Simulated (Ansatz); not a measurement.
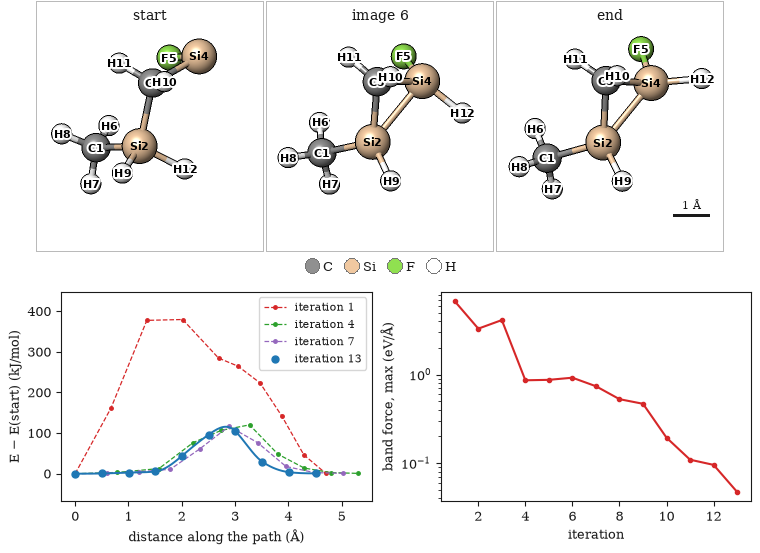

A nudged-elastic-band calculation for C$_{2}$H$_{7}$FSi$_{2}$. Images are numbered from 0 (start) to 9 (end). The plot follows the band through its iterations. A ball-and-stick model, seen from a free direction.

Computed with RKS PBE0/def2-SVP (Ansatz). Run with 8 movable images; no climbing image; force threshold 0.05 eV/Å; iteration limit 60; starting path through a guess of the saddle point.

### How did the profile develop, and is the result final?

The run is converged, with reservations. The band converged in 13 iterations. The largest component of the band force went from 6.7 to 0.047 eV/Å. No image climbed, so the highest image needn't lie on the saddle point, and the true maximum along this path can be higher. The first iteration put the highest image at 379.7 kJ/mol. The highest point, image 6, lies 104.4 kJ/mol above the start and 103.6 kJ/mol above the end; the end is at +0.9 kJ/mol relative to the start.

Cost: 4.5 min on 2 threads of Intel(R) Xeon(R) Platinum 8488C (Sapphire Rapids), on a shared host, peak memory 0.28 GiB.
